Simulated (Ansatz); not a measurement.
# Ta3CdB: from a guess to a relaxed structure

The task: take a trial cell of Ta3CdB to zero force and stress.

Program: Ansatz 0.2.0. Level of theory: DFT PBE, scalar-relativistic, plane waves, PAW. These are calculated values, not measurements.

### Step 1. Starting point

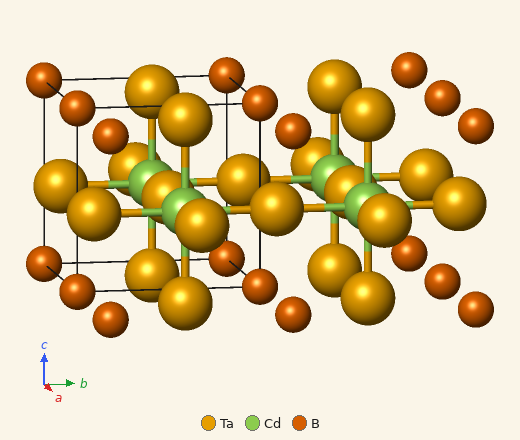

Start, viewed slightly off an axis; tantalum amber, cadmium green, boron orange. 2×2×1 cells are drawn. Atoms on the faces are drawn again on the opposite ones.

Structure file:

```cif
data_structure
_symmetry_space_group_name_H-M 'P 1'
_symmetry_Int_Tables_number 1
_cell_length_a 4.4924
_cell_length_b 4.4924
_cell_length_c 4.4924
_cell_angle_alpha 90.000
_cell_angle_beta 90.000
_cell_angle_gamma 90.000
_cell_volume 90.67
loop_
_atom_site_label
_atom_site_type_symbol
_atom_site_fract_x
_atom_site_fract_y
_atom_site_fract_z
_atom_site_occupancy
Ta1 Ta 0.00000 0.50000 0.50000 1
Ta2 Ta 0.50000 0.00000 0.50000 1
Ta3 Ta 0.50000 0.50000 0.00000 1
Cd1 Cd 0.50000 0.50000 0.50000 1
B1 B 0.00000 0.00000 0.00000 1
```

Recipe of the guess: random cell by space group and Wyckoff sites (Pm-3m, No. 221). The dimensions are guesses.

### Step 2. A first look at the guess

Input file input.yaml:

```yaml
crystal:
  lattice:
    - [4.49242079, 0.0, 0.0]
    - [0.0, 4.49242079, 0.0]
    - [0.0, 0.0, 4.49242079]
  atoms:
    - { symbol: Ta, position: [0.0, 0.5, 0.5] }
    - { symbol: Ta, position: [0.5, 0.0, 0.5] }
    - { symbol: Ta, position: [0.5, 0.5, 0.0] }
    - { symbol: Cd, position: [0.5, 0.5, 0.5] }
    - { symbol: B, position: [0.0, 0.0, 0.0] }
basis:
  ecutwfc: 420
kpoints:
  mp_grid: { grid: [4, 4, 4] }
hamiltonian:
  xc: pbe
scf:
  occupations: { method: gaussian, width: 0.1 }
  lower_state_search: "off"
output:
  forces: true
  stress: true
  eigenvalues: true
```

Started as:

```bash
ansatz run input.yaml --threads 1 --pin off --max-ram 2048MiB --backend cpu --events-out ev --progress --plain --runs-dir out
```

The program printed, cut to the lines that bear on the results:

```text
Warning: RAYON_NUM_THREADS=1 ignored (pool sized by the plan → 1); use --threads N
[...]
Pseudopotentials: kind: paw
Pseudopotential: Ta, paw, valence charge 13, recommended cutoff 420 eV (normal), Ta.paw.azcp
Pseudopotential: Cd, paw, valence charge 20, recommended cutoff 420 eV (normal), Cd.paw.azcp
Pseudopotential: B, paw, valence charge 3, recommended cutoff 420 eV (normal), B.paw.azcp
Functional definition: PBE
[...]
Crystal: 5 atoms, lattice volume = 90.665 Å³
Basis set: ecut = 420 eV, 1791 PW (Γ), exchange–correlation on 64×64×64 points (8 copies of the dense FFT grid, shifted against one another)
Bands: 38, of which v1, the nominal top of the filled ones, is band 31 counted from 1 (30 counted from 0)
Symmetry: 48 space group operations
[...]
SCF converged after 7 iterations
Free energy (F): -38189.022592 eV
[...]
E sigma→0 (E₀):  -38189.018628 eV
Entropy (-TS):   -0.007928 eV (-1.586 meV/atom)
Fermi energy:    15.447552 eV
[...]
--- Forces (eV/Å), atoms counted from 1 ---
  atom   1  Ta     0.00000000    -0.00000000    -0.00000000
  atom   2  Ta     0.00000000    -0.00000000    -0.00000000
  atom   3  Ta     0.00000000    -0.00000000     0.00000000
  atom   4  Cd     0.00000000     0.00000000     0.00000000
  atom   5  B     -0.00000000    -0.00000000    -0.00000000
[...]
--- Stress (GPa, compression-positive) ---
       44.811385      -0.000000       0.000000
        0.000000      44.811385       0.000000
        0.000000       0.000000      44.811385
  P = ⅓ Tr σ = 44.8114 GPa (448.114 kbar)
--- Band table (eV; the first three rows and the last of 10) ---
[...]
```

Wall time 2.7 s (1 thread of Arm Neoverse V1, shared host); peak memory 0.34 GiB.

Read-out: pressure 44.8 GPa, largest force 0.00 eV/Å, gap on this mesh none (metal). A cheap, loose relaxation comes first.

(Part 1 of 3 ends here.)
